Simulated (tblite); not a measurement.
## C2H9ClOSi3: geometry relaxation

The run: geometry relaxation of C2H9ClOSi3. Method and program: GFN2-xTB geometry optimisation, gas phase (tblite 0.8.0).

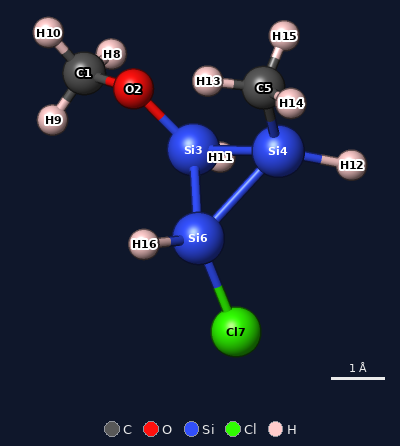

*The starting structure (ball-and-stick view, seen at a tilt; atoms are numbered from 1 in the order of the input).*

Bond lengths as drawn: Cl–Si 2.03 Å, C–H 1.09 to 1.10 Å, C–O 1.43 Å, C–Si 1.83 Å, H–Si 1.48 to 1.50 Å, O–Si 1.64 Å and Si–Si 2.24 to 2.28 Å.

**Input**
```
{"job": {"xc": "GFN2-xTB", "basis": "xTB", "kind": "relax"}, "charge": 0, "multiplicity": 1}
C      2.846500    -0.297800     0.731200
O      1.451900    -0.475100     0.448900
Si     0.590200     0.790900    -0.128600
Si    -1.476800     0.197100    -0.871800
C     -1.874000    -1.571800    -0.629200
Si    -1.249300     1.384500     1.016300
Cl    -1.794600     3.335300     0.875800
H      3.397600    -0.034100    -0.174200
H      2.996300     0.470600     1.499200
H      3.233500    -1.239800     1.120500
H      1.324900     1.740400    -1.003700
H     -1.974600     0.871400    -2.089900
H     -1.468600    -1.981800     0.301300
H     -2.950700    -1.736200    -0.611300
H     -1.482200    -2.169700    -1.455500
H     -1.577800     0.724800     2.324400
```

The first line tells a small driver script what to run in tblite; the rest is the geometry in Å.

Run on 1 CPU thread, shared host.

Command:
```bash
OMP_NUM_THREADS=1 python <driver script> task.json out
```

**The program's output**
```
step      E/eV     max force
  0    -616.28125    2.229
  1    -616.43900    0.757
  2    -616.48187    0.441
  3    -616.51713    0.555
  4    -616.56265    0.641
  5    -616.60648    0.534
  6    -616.64859    0.488
  7    -616.68804    0.506
  8    -616.72184    0.577
  9    -616.74803    0.502
 10    -616.76710    0.298
 11    -616.77858    0.212
 12    -616.78595    0.231
 13    -616.79366    0.245
 14    -616.80158    0.188
 15    -616.80847    0.191
 16    -616.81368    0.176
 17    -616.81811    0.200
 18    -616.82307    0.251
 19    -616.82837    0.276
 20    -616.83230    0.201
 21    -616.83495    0.125
 22    -616.83747    0.142
 23    -616.84014    0.195
 24    -616.84282    0.189
 25    -616.84506    0.121
 26    -616.84682    0.124
 27    -616.84863    0.112
 28    -616.85118    0.179
 29    -616.85472    0.192
 30    -616.85897    0.173
 31    -616.86329    0.175
 32    -616.86751    0.191
 33    -616.87161    0.214
 34    -616.87518    0.178
 35    -616.87787    0.176
 36    -616.87968    0.125
 37    -616.88097    0.087
 38    -616.88203    0.076
 39    -616.88289    0.073
 40    -616.88361    0.079
 41    -616.88449    0.102
 42    -616.88577    0.110
 43    -616.88750    0.105
 44    -616.88887    0.093
 45    -616.89067    0.102
 46    -616.89252    0.118
 47    -616.89440    0.113
 48    -616.89572    0.094
 49    -616.89657    0.084
 50    -616.89745    0.089
 51    -616.89867    0.098
 52    -616.90025    0.123
 53    -616.90177    0.108
 54    -616.90284    0.078
 55    -616.90365    0.085
 56    -616.90461    0.120
 57    -616.90596    0.136
 58    -616.90748    0.130
 59    -616.90888    0.125
 60    -616.91025    0.117
 61    -616.91203    0.109
 62    -616.91386    0.138
 63    -616.91574    0.124
 64    -616.91700    0.073
 65    -616.91784    0.071
 66    -616.91866    0.079
 67    -616.91970    0.088
 68    -616.92084    0.093
 69    -616.92178    0.085
 70    -616.92245    0.072
 71    -616.92302    0.074
 72    -616.92365    0.070
 73    -616.92431    0.065
 74    -616.92494    0.070
 75    -616.92549    0.077
 76    -616.92602    0.072
 77    -616.92660    0.059
 78    -616.92725    0.052
 79    -616.92787    0.053
 80    -616.92832    0.040
 81    -616.92832    0.040
 82    -616.92846    0.031
 83    -616.92867    0.031
 84    -616.92876    0.036
 85    -616.92893    0.030
 86    -616.92906    0.034
 87    -616.92928    0.043
 88    -616.92955    0.042
 89    -616.92984    0.045
 90    -616.93004    0.040
 91    -616.93018    0.033
 92    -616.93032    0.028
 93    -616.93051    0.042
 94    -616.93073    0.038
 95    -616.93089    0.036
 96    -616.93101    0.028
 97    -616.93112    0.031
 98    -616.93125    0.038
 99    -616.93138    0.028
100    -616.93147    0.021
101    -616.93156    0.019
102    -616.93166    0.034
103    -616.93182    0.046
104    -616.93201    0.043
105    -616.93217    0.029
106    -616.93228    0.024
107    -616.93239    0.028
108    -616.93251    0.029
109    -616.93265    0.027
110    -616.93277    0.024
111    -616.93286    0.020
112    -616.93295    0.022
113    -616.93306    0.023
114    -616.93319    0.030
115    -616.93331    0.031
116    -616.93343    0.028
117    -616.93354    0.029
118    -616.93365    0.029
119    -616.93377    0.030
120    -616.93390    0.030
121    -616.93404    0.031
122    -616.93418    0.028
123    -616.93429    0.024
124    -616.93438    0.022
125    -616.93447    0.026
126    -616.93458    0.026
127    -616.93468    0.023
128    -616.93476    0.038
129    -616.93486    0.026
130    -616.93502    0.041
131    -616.93520    0.044
132    -616.93537    0.031
133    -616.93550    0.030
134    -616.93560    0.025
135    -616.93570    0.035
136    -616.93577    0.027
137    -616.93583    0.019
138    -616.93588    0.017
139    -616.93595    0.021
140    -616.93599    0.018
141    -616.93603    0.013
142    -616.93605    0.013
143    -616.93608    0.017
144    -616.93611    0.020
145    -616.93613    0.014
146    -616.93615    0.008
147    -616.93616    0.009
148    -616.93618    0.013
149    -616.93620    0.016
150    -616.93623    0.014
151    -616.93626    0.011
152    -616.93629    0.016
153    -616.93632    0.021
154    -616.93636    0.021
155    -616.93641    0.016
156    -616.93645    0.012
157    -616.93648    0.010
158    -616.93649    0.012
159    -616.93651    0.016
160    -616.93653    0.013
161    -616.93656    0.012
162    -616.93658    0.013
163    -616.93660    0.012
164    -616.93662    0.014
165    -616.93666    0.017
166    -616.93669    0.017
167    -616.93673    0.013
168    -616.93675    0.012
169    -616.93676    0.009
170    -616.93678    0.011
171    -616.93679    0.009
172    -616.93680    0.010
173    -616.93681    0.012
174    -616.93683    0.012
175    -616.93685    0.011
176    -616.93687    0.011
177    -616.93689    0.009
178    -616.93691    0.009
179    -616.93692    0.008
180    -616.93692    0.005
181    -616.93692    0.004
182    -616.93693    0.005
183    -616.93693    0.004
184    -616.93693    0.003
```

**Trajectory as extended XYZ (Å, eV, eV/Å), 7 of the 12 frames kept, from step=0 to step=184**
```
16
Properties=species:S:1:pos:R:3:forces:R:3 step=0 energy=-616.28125
C     2.8465   -0.2978    0.7312   -0.6600  -0.3350   0.2130
O     1.4519   -0.4751    0.4489    1.3840   0.5440   0.0260
Si    0.5902    0.7909   -0.1286    1.1790   0.1860  -0.8350
Si   -1.4768    0.1971   -0.8718   -0.1600   0.6730  -1.5220
C    -1.8740   -1.5718   -0.6292   -0.6660  -1.7600  -0.0230
Si   -1.2493    1.3845    1.0163   -0.6960   0.5270   2.0510
Cl   -1.7946    3.3353    0.8758   -0.0780   0.1530   0.2000
H     3.3976   -0.0341   -0.1742   -0.1410   0.0280   0.0990
H     2.9963    0.4706    1.4992   -0.0720  -0.0660  -0.2310
H     3.2335   -1.2398    1.1205   -0.0840  -0.0460  -0.0670
H     1.3249    1.7404   -1.0037    0.1380  -0.1940   0.3530
H    -1.9746    0.8714   -2.0899   -0.0890  -0.2910   0.0800
H    -1.4686   -1.9818    0.3013   -0.0280   0.2350  -0.2910
H    -2.9507   -1.7362   -0.6113    0.0060  -0.1300   0.0310
H    -1.4822   -2.1697   -1.4555   -0.0490  -0.0030   0.1890
H    -1.5778    0.7248    2.3244    0.0180   0.4790  -0.2720
16
Properties=species:S:1:pos:R:3:forces:R:3 step=33 energy=-616.87161
C     2.8396   -0.3237    0.7050   -0.0160  -0.0550   0.0070
O     1.5927   -0.3231    0.0787    0.0510   0.0240  -0.0100
Si    0.6542    0.9298   -0.3936   -0.0120   0.0290  -0.0100
Si   -1.5595    0.1692   -0.7640   -0.1370  -0.0180  -0.1630
C    -1.9425   -1.7034   -0.6785    0.0670   0.0130   0.0260
Si   -1.0728    1.4764    1.1535    0.0190  -0.0390   0.1050
Cl   -1.8480    3.4019    0.9631    0.0110  -0.0400   0.0000
H     3.6305   -0.0598   -0.0042   -0.0710   0.0120   0.0100
H     2.8759    0.3763    1.5444   -0.0620  -0.0430  -0.0390
H     3.0173   -1.3353    1.0686    0.0630  -0.0220   0.0610
H     1.5838    2.0260   -0.7316    0.0320   0.0530  -0.0420
H    -2.1078    0.5305   -2.0957   -0.0060   0.0560   0.0370
H    -1.4838   -2.1227    0.2124   -0.0650  -0.0640  -0.0360
H    -3.0162   -1.8921   -0.6364    0.1700  -0.0070   0.0160
H    -1.5400   -2.2319   -1.5404   -0.0470   0.0290   0.0760
H    -1.6309    1.0909    2.4720    0.0030   0.0720  -0.0390
16
Properties=species:S:1:pos:R:3:forces:R:3 step=66 energy=-616.91866
C     2.6265   -0.4101    0.7087   -0.0100  -0.0030  -0.0140
O     1.5116   -0.3249   -0.1234   -0.0330   0.0070   0.0040
Si    0.6214    0.9968   -0.5127    0.0310   0.0230  -0.0300
Si   -1.6506    0.2051   -0.6910   -0.0190   0.0090  -0.0070
C    -1.7316   -1.7047   -0.6667    0.0160  -0.0100  -0.0030
Si   -0.9588    1.4884    1.1855    0.0240   0.0560  -0.0150
Cl   -1.6547    3.4302    0.8183   -0.0380  -0.0080   0.0200
H     3.5102   -0.0170    0.2020    0.0360   0.0120  -0.0070
H     2.4738    0.1533    1.6327   -0.0230  -0.0150   0.0070
H     2.7956   -1.4599    0.9532   -0.0170   0.0040  -0.0180
H     1.5935    2.0882   -0.7983   -0.0220  -0.0760   0.0010
H    -2.4115    0.5644   -1.9137    0.0390  -0.0010  -0.0050
H    -1.1601   -2.0856    0.1728    0.0240  -0.0250  -0.0270
H    -2.7453   -2.0851   -0.5762   -0.0050   0.0540   0.0180
H    -1.3076   -2.1184   -1.5762    0.0230  -0.0220   0.0270
H    -1.5200    1.2884    2.5383   -0.0280  -0.0040   0.0500
16
Properties=species:S:1:pos:R:3:forces:R:3 step=100 energy=-616.93147
C     2.5539   -0.4422    0.6994   -0.0010  -0.0050   0.0050
O     1.4464   -0.3206   -0.1355    0.0130   0.0160   0.0040
Si    0.6218    1.0380   -0.5450    0.0030  -0.0090  -0.0040
Si   -1.6307    0.2194   -0.6935   -0.0020   0.0030   0.0050
C    -1.6667   -1.6916   -0.6418    0.0080   0.0020  -0.0080
Si   -0.9443    1.5430    1.1685    0.0050   0.0000   0.0110
Cl   -1.7536    3.4422    0.8335   -0.0070   0.0110   0.0110
H     3.4346    0.0251    0.2508   -0.0090  -0.0050  -0.0010
H     2.3653    0.0280    1.6687   -0.0140  -0.0070  -0.0020
H     2.7521   -1.5040    0.8508    0.0110  -0.0030  -0.0100
H     1.6599    2.0614   -0.8314   -0.0030  -0.0010  -0.0090
H    -2.3958    0.5494   -1.9219    0.0120  -0.0070   0.0010
H    -1.0451   -2.0554    0.1691   -0.0080   0.0120   0.0060
H    -2.6711   -2.0792   -0.4951    0.0150  -0.0020   0.0070
H    -1.2775   -2.1125   -1.5631   -0.0110  -0.0100  -0.0090
H    -1.4566    1.3080    2.5399   -0.0120   0.0060  -0.0080
16
Properties=species:S:1:pos:R:3:forces:R:3 step=117 energy=-616.93354
C     2.5496   -0.4549    0.6954   -0.0040  -0.0010  -0.0100
O     1.4545   -0.3066   -0.1510   -0.0050   0.0050   0.0140
Si    0.6284    1.0518   -0.5529   -0.0050  -0.0150   0.0040
Si   -1.6197    0.2257   -0.7092    0.0050  -0.0010  -0.0010
C    -1.6615   -1.6845   -0.6229    0.0030  -0.0040  -0.0050
Si   -0.9504    1.5516    1.1573   -0.0170   0.0080   0.0140
Cl   -1.7800    3.4491    0.8540    0.0140   0.0070  -0.0130
H     3.4277    0.0560    0.2916   -0.0060  -0.0020   0.0070
H     2.3329   -0.0475    1.6877   -0.0090  -0.0160  -0.0220
H     2.7664   -1.5205    0.7836    0.0150   0.0130   0.0090
H     1.6636    2.0774   -0.8382    0.0030   0.0060   0.0020
H    -2.3594    0.5334   -1.9587   -0.0060  -0.0060   0.0070
H    -1.0151   -2.0363    0.1738    0.0040   0.0170   0.0050
H    -2.6611   -2.0650   -0.4320    0.0030   0.0040   0.0010
H    -1.3089   -2.1277   -1.5485   -0.0010   0.0000  -0.0060
H    -1.4744    1.3069    2.5231    0.0070  -0.0150  -0.0050
16
Properties=species:S:1:pos:R:3:forces:R:3 step=150 energy=-616.93623
C     2.5357   -0.4711    0.6850   -0.0010  -0.0030  -0.0010
O     1.4496   -0.3183   -0.1718   -0.0010  -0.0020   0.0010
Si    0.6269    1.0469   -0.5576   -0.0060  -0.0040   0.0050
Si   -1.6302    0.2438   -0.7360   -0.0060  -0.0050   0.0010
C    -1.6429   -1.6630   -0.5949    0.0020   0.0070  -0.0030
Si   -0.9667    1.5480    1.1440    0.0020   0.0070  -0.0120
Cl   -1.7312    3.4735    0.8419    0.0010  -0.0060  -0.0010
H     3.3786    0.1492    0.3693   -0.0070   0.0020   0.0020
H     2.2592   -0.1931    1.7062    0.0030  -0.0040  -0.0020
H     2.8395   -1.5185    0.6682    0.0020  -0.0020   0.0000
H     1.6731    2.0688   -0.8131    0.0040   0.0120  -0.0010
H    -2.3687    0.5043   -1.9979    0.0050   0.0000   0.0080
H    -0.9472   -1.9750    0.1764   -0.0080  -0.0070  -0.0040
H    -2.6241   -2.0512   -0.3363    0.0100   0.0040  -0.0030
H    -1.3344   -2.1305   -1.5244    0.0000  -0.0030   0.0070
H    -1.5247    1.2950    2.4944    0.0000   0.0040   0.0050
16
Properties=species:S:1:pos:R:3:forces:R:3 step=184 energy=-616.93693
C     2.5336   -0.4838    0.6777    0.0000   0.0010  -0.0010
O     1.4449   -0.3182   -0.1731    0.0000   0.0020   0.0010
Si    0.6249    1.0506   -0.5510    0.0000   0.0000   0.0010
Si   -1.6330    0.2408   -0.7193   -0.0010   0.0010  -0.0010
C    -1.6362   -1.6667   -0.5893    0.0000   0.0000   0.0000
Si   -0.9665    1.5643    1.1468    0.0000   0.0010  -0.0020
Cl   -1.7317    3.4818    0.7950    0.0000   0.0000   0.0020
H     3.3505    0.1923    0.4133    0.0000   0.0010  -0.0030
H     2.2403   -0.2887    1.7134   -0.0010  -0.0020  -0.0010
H     2.8820   -1.5138    0.5915    0.0000   0.0010   0.0010
H     1.6732    2.0739   -0.7981    0.0010  -0.0030   0.0000
H    -2.3752    0.5016   -1.9786    0.0020   0.0010   0.0020
H    -0.9488   -1.9823    0.1876   -0.0010  -0.0010   0.0010
H    -2.6183   -2.0611   -0.3450   -0.0010   0.0010  -0.0010
H    -1.3149   -2.1266   -1.5181    0.0010  -0.0020   0.0010
H    -1.5324    1.3449    2.5004   -0.0010  -0.0010   0.0000
```

**Results in brief**

- outcome: converged
- total energy: −616.9369 eV
- wall time: 1.6 s
- peak memory: 1.2 GiB
